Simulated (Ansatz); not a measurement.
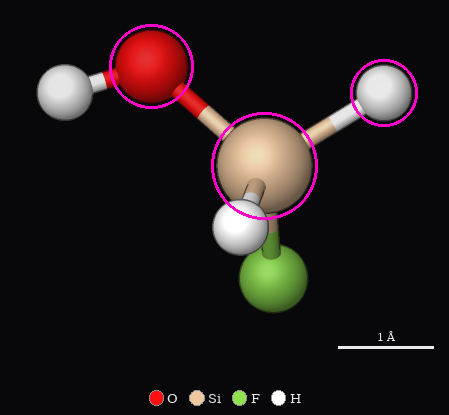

Energy scan for SiH3OF, in which the H5–Si2–O1 angle is varied, with the rest of the molecule carried along rigidly. The picture shows the minimum geometry. The ringed atoms are those of the scanned coordinate. The picture is a ball-and-stick view, seen onto the plane of the angle, with a slight tilt.

Levels of theory: PBE-D4, wB97M-V, CCSD(T) (def2-TZVPP, Ansatz), on geometries moved rigidly from the minimum at PBE0-D4/def2-TZVP. Coupled cluster with a frozen core. Energies are counted from the PBE0-D4/def2-TZVP minimum geometry at the same level.

```xyz
6

O    -0.8535   -0.2092   -0.9241
Si    0.3783   -0.0093    0.1239
F     0.1808   -0.9228    1.4178
H    -1.7142    0.1502   -0.7056
H     1.5956   -0.4585   -0.5758
H     0.4551    1.3856    0.6176
```

**What energies does the calculation give (the angle: 76.4, 83.9, 91.4, 98.9, 106.4, 113.9, 121.4, 128.9, 136.4°)?**

Energies in kcal/mol.

| angle (°) | PBE-D4 | wB97M-V | CCSD(T) |
| --- | --- | --- | --- |
| 76.4 | 17.9 | 19.4 | 20.0 |
| 83.9 | 9.6 | 10.5 | 10.8 |
| 91.4 | 4.0 | 4.5 | 4.6 |
| 98.9 | 0.9 | 1.1 | 1.1 |
| 106.4 | 0.0 | 0.0 | 0.0 |
| 113.9 | 1.1 | 1.0 | 1.0 |
| 121.4 | 4.1 | 4.1 | 4.1 |
| 128.9 | 8.9 | 9.0 | 9.2 |
| 136.4 | 15.5 | 15.9 | 16.3 |

With PBE-D4: of the computed points the lowest is at the angle 106.4°, 0.0 kcal/mol. The end points stand at 17.9 kcal/mol (76.4°) and 15.5 kcal/mol (136.4°). The curvature at the lowest point is about 5.1 eV/rad². At 76.4° the levels give PBE-D4 17.9 kcal/mol, wB97M-V 19.4 kcal/mol, CCSD(T) 20.0 kcal/mol. Closest to CCSD(T) there is wB97M-V.
